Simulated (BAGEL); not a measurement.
# CH5FOSi (SMILES CO[SiH2]F): HF/6-31G(d) (density fitting with qzvpp-jkfit, spherical functions)

Aim: the energy change on altering one bond length of CH5FOSi at HF/6-31G* (density fitting with qzvpp-jkfit, spherical functions), from 2 runs. 

The calculation is run with BAGEL 1.2.2.

5 further runs of the same task are left out: 5 that didn't finish.

## Step 1: The system as given

The species is CH5FOSi (9 atoms), meant as a singlet with charge 0. As SMILES, `CO[SiH2]F`. The shape is that of a PBE0-D4/def2-TZVP optimisation. This is one conformer, not always the lowest.

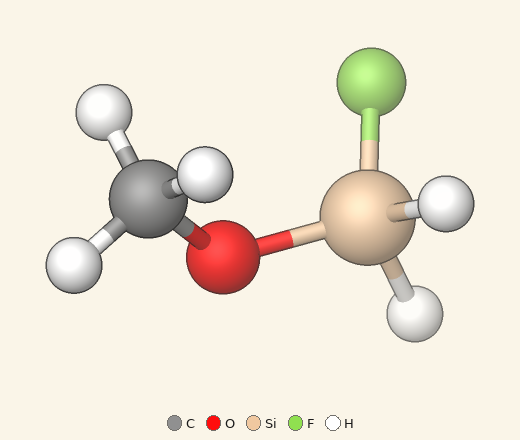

The structure, seen from a chosen angle (carbon grey, oxygen red, silicon light orange, fluorine green, hydrogen white).

## Step 2: The energy at HF/6-31G(d) (density fitting with qzvpp-jkfit, spherical functions)

The input, input.json:

```json
{ "bagel": [

{
  "title": "molecule",
  "basis": "6-31gs.json",
  "df_basis": "qzvpp-jkfit",
  "angstrom": true,
  "geometry": [
    { "atom": "C", "xyz": [   -0.280200,    1.150700,   -0.688400 ] },
    { "atom": "O", "xyz": [   -0.743600,   -0.064200,   -0.138000 ] },
    { "atom": "Si", "xyz": [    0.168900,   -1.127700,    0.679900 ] },
    { "atom": "F", "xyz": [    1.202000,   -1.865200,   -0.290100 ] },
    { "atom": "H", "xyz": [    0.189600,    0.979000,   -1.660800 ] },
    { "atom": "H", "xyz": [   -1.135900,    1.813600,   -0.823000 ] },
    { "atom": "H", "xyz": [    0.443400,    1.643500,   -0.029000 ] },
    { "atom": "H", "xyz": [   -0.748200,   -2.141700,    1.231900 ] },
    { "atom": "H", "xyz": [    0.992400,   -0.434200,    1.700300 ] }
  ]
},
{ "title": "hf" },
{ "title": "print", "file": "orbitals.molden", "orbitals": true }

]}
```

The basis set 6-31G* is read from a file made from the Basis Set Exchange's data (not shown).

Command:

```
$ BAGEL_NUM_THREADS=1 BAGEL input.json > input.out
```

Log:

```text
* using 1 threads per process

  ===============================================================
  ===============================================================

  *** Geometry ***

  { "atom" : "C", "xyz" : [     -0.529501,      2.174508,     -1.300887 ] },
  { "atom" : "O", "xyz" : [     -1.405200,     -0.121320,     -0.260782 ] },
  { "atom" : "Si", "xyz" : [      0.319175,     -2.131044,      1.284825 ] },
  { "atom" : "F", "xyz" : [      2.271451,     -3.524717,     -0.548210 ] },
  { "atom" : "H", "xyz" : [      0.358292,      1.850042,     -3.138457 ] },
  { "atom" : "H", "xyz" : [     -2.146540,      3.427207,     -1.555245 ] },
  { "atom" : "H", "xyz" : [      0.837905,      3.105765,     -0.054802 ] },
  { "atom" : "H", "xyz" : [     -1.413893,     -4.047226,      2.327954 ] },
  { "atom" : "H", "xyz" : [      1.875364,     -0.820519,      3.213101 ] },

  Number of auxiliary basis functions:      447

  Since a DF basis is specified, we compute 2- and 3-index integrals:
    o Being stored without compression. Storage requirement is 0.018 GB

  Number of basis functions:       70
  Number of electrons      :       42

    * METHOD: MOLECULE                             0.20

  *** RHF ***

  === Nuclear Repulsion ===
   182.2719745510

      * DIIS with orbital gradients will be used.

  === RHF iteration (6-31gs.json) ===
      0       -503.86411514          0.02400399           0.05
      1       -504.00801364          0.01514240           0.05
      2       -504.08502515          0.00146118           0.05
      3       -504.08605795          0.00032358           0.05
      4       -504.08609685          0.00008428           0.05
      5       -504.08610006          0.00001694           0.05
      6       -504.08610022          0.00000663           0.05
      7       -504.08610024          0.00000143           0.05
      8       -504.08610025          0.00000039           0.05
      9       -504.08610025          0.00000015           0.05
     10       -504.08610025          0.00000005           0.05
     11       -504.08610025          0.00000002           0.05
     12       -504.08610025          0.00000000           0.05
    * SCF iteration converged.

    * Permanent dipole moment:
           (   -0.010838,    -0.681505,    -0.193488) a.u.

    * METHOD: HF                                   0.83

    * METHOD: PRINT                                0.01

  ===============================================================
```

It took 1.2 s on 1 thread of Arm Neoverse V1, shared host; peak memory 0.093 GiB.

## Step 3: The distorted shape, same level

The input, job.json:

```json
{ "bagel" : [

{
  "title" : "molecule",
  "basis" : "6-31gs.json",
  "df_basis" : "qzvpp-jkfit",
  "angstrom" : "true",
  "geometry" : [
    { "atom" : "C", "xyz" : [   -0.553946,    1.469745,   -0.933766 ] },
    { "atom" : "O", "xyz" : [   -1.017346,    0.254845,   -0.383366 ] },
    { "atom" : "Si", "xyz" : [    0.168900,   -1.127700,    0.679900 ] },
    { "atom" : "F", "xyz" : [    1.202000,   -1.865200,   -0.290100 ] },
    { "atom" : "H", "xyz" : [   -0.084146,    1.298045,   -1.906166 ] },
    { "atom" : "H", "xyz" : [   -1.409646,    2.132645,   -1.068366 ] },
    { "atom" : "H", "xyz" : [    0.169654,    1.962545,   -0.274366 ] },
    { "atom" : "H", "xyz" : [   -0.748200,   -2.141700,    1.231900 ] },
    { "atom" : "H", "xyz" : [    0.992400,   -0.434200,    1.700300 ] }
  ]
},
{
  "title" : "hf"
},
{
  "title" : "print",
  "file" : "orbitals.molden",
  "orbitals" : "true"
}

]}
```

The basis set 6-31G* is read from a file made from the Basis Set Exchange's data (not shown).

Command:

```
$ BAGEL_NUM_THREADS=1 BAGEL job.json > job.out
```

Log:

```text
* using 1 threads per process

  ===============================================================
  ===============================================================

  *** Geometry ***

  { "atom" : "C", "xyz" : [     -1.046806,      2.777416,     -1.764562 ] },
  { "atom" : "O", "xyz" : [     -1.922505,      0.481587,     -0.724457 ] },
  { "atom" : "Si", "xyz" : [      0.319175,     -2.131044,      1.284825 ] },
  { "atom" : "F", "xyz" : [      2.271451,     -3.524717,     -0.548210 ] },
  { "atom" : "H", "xyz" : [     -0.159013,      2.452950,     -3.602132 ] },
  { "atom" : "H", "xyz" : [     -2.663845,      4.030115,     -2.018919 ] },
  { "atom" : "H", "xyz" : [      0.320600,      3.708673,     -0.518477 ] },
  { "atom" : "H", "xyz" : [     -1.413893,     -4.047226,      2.327954 ] },
  { "atom" : "H", "xyz" : [      1.875364,     -0.820519,      3.213101 ] },

  Number of auxiliary basis functions:      447

  Since a DF basis is specified, we compute 2- and 3-index integrals:
    o Being stored without compression. Storage requirement is 0.018 GB

  Number of basis functions:       70
  Number of electrons      :       42

    * METHOD: MOLECULE                             0.20

  *** RHF ***

  === Nuclear Repulsion ===
   166.6258571022

      * DIIS with orbital gradients will be used.

  === RHF iteration (6-31gs.json) ===
      0       -503.72191782          0.02663996           0.05
      1       -503.86470823          0.02006814           0.05
      2       -504.00658216          0.00210423           0.05
      3       -504.00847931          0.00097417           0.05
      4       -504.00888125          0.00017896           0.05
      5       -504.00891470          0.00005745           0.05
      6       -504.00892004          0.00001777           0.05
      7       -504.00892041          0.00000643           0.05
      8       -504.00892046          0.00000284           0.05
      9       -504.00892047          0.00000100           0.05
     10       -504.00892047          0.00000037           0.05
     11       -504.00892047          0.00000020           0.05
     12       -504.00892047          0.00000006           0.05
     13       -504.00892047          0.00000001           0.05
     14       -504.00892047          0.00000001           0.05
    * SCF iteration converged.

    * Permanent dipole moment:
           (   -0.402554,     0.006026,    -0.723951) a.u.

    * METHOD: HF                                   0.94

    * METHOD: PRINT                                0.01

  ===============================================================
```

It took 1.3 s on 1 thread of Arm Neoverse V1, shared host; peak memory 0.094 GiB.

## Step 4: Summary of results

Level: HF/6-31G* (density fitting with qzvpp-jkfit, spherical functions).

| quantity | value |
| --- | --- |
| first shape: total energy | -504.08610 Eh |
| first shape: dipole moment | 1.80 D |
| first shape: HOMO energy | -12.61 eV |
| first shape: LUMO energy | 4.59 eV |
| first shape: HOMO–LUMO gap | 17.20 eV |
| distorted shape: total energy | -504.00892 Eh |
| distorted shape: dipole moment | 2.11 D |
| distorted shape: HOMO energy | -11.22 eV |
| distorted shape: LUMO energy | 3.23 eV |
| distorted shape: HOMO–LUMO gap | 14.45 eV |
| energy change with the O2–Si3 bond stretched from 1.623 to 2.109 Å | 2.100 eV |

What this shows: With the O2–Si3 bond stretched from 1.623 to 2.109 Å the energy rises by 2.10 eV (48 kcal/mol). The first shape isn't relaxed at this level, so the change isn't measured from a minimum.
